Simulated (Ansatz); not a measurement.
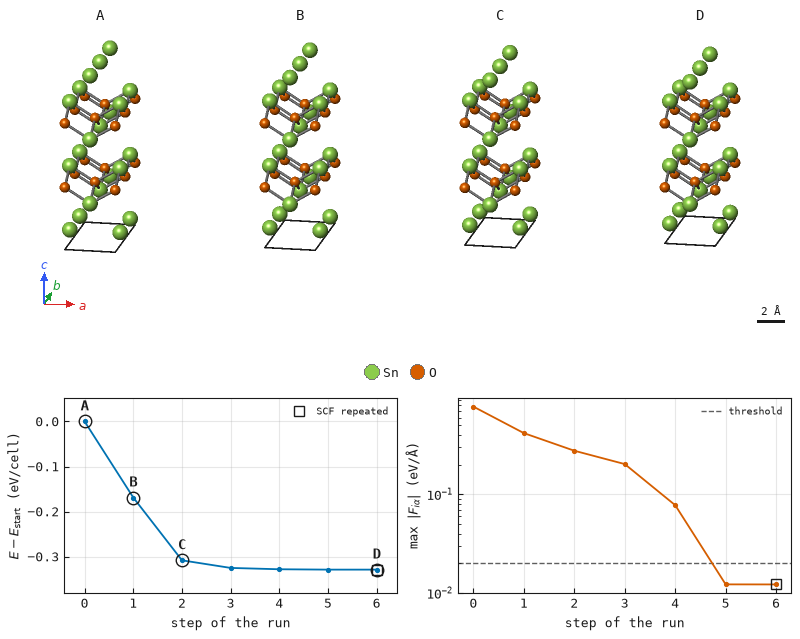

Frames of a relaxation of a slab of composition Sn3O2 (cut from the P4/nmm phase), marked on the history of the run. The picture is a ball-and-stick view of the 1 × 2 repeat of the cell, outlined in the plane, without the vacuum, seen slightly off an axis.

Case: (0 0 1) slab, atoms relaxed. The slab is the (0 0 1) face of SnO.

Theory: DFT r2SCAN, scalar-relativistic, plane waves, PAW (Ansatz 0.2.0). (plane-wave cutoff 500 eV; k-point mesh 9 × 9 × 1; occupations gaussian; smearing width 0.05 eV; no spin polarisation; dipole correction; atoms relaxed in a fixed cell; force threshold 0.02 eV/Å; at most 60 steps)

Describe the path.

Answer. The energy falls by 0.329 eV per cell of the calculation in 5 accepted moves (6 points after the start). Largest force component: 0.77 eV/Å at the start, 0.012 eV/Å at the end. 1 step only repeated the SCF at the same geometry. The largest moves relative to the layer's centre, 0.47 Å, are those of Sn atoms. O stays in place. The lattice vectors keep their values. Near-neighbour distances that change, for instance: O–Sn 2.223 → 2.241 Å. The run took 14 min on 1 thread of AMD EPYC 7R43 64-Core Processor (Zen 3), on a shared host, peak memory 1.6 GiB. From step 0 to 1: Sn atoms move most (0.15 Å), energy −0.169 eV per cell of the calculation. From step 1 to 2: Sn atoms move most (0.20 Å), energy −0.139 eV per cell of the calculation. From step 2 to 6: Sn atoms move most (0.13 Å), energy −20.6 meV per cell of the calculation.

```tsv
step	E − E(0), meV/atom	largest force component, eV/Å	note
0	0.00	0.7748	
1	-16.89	0.4175	
2	-30.83	0.2767	
3	-32.52	0.2026	
4	-32.81	0.0776	
5	-32.89	0.0122	
6	-32.89	0.0122	same geometry, SCF repeated
```
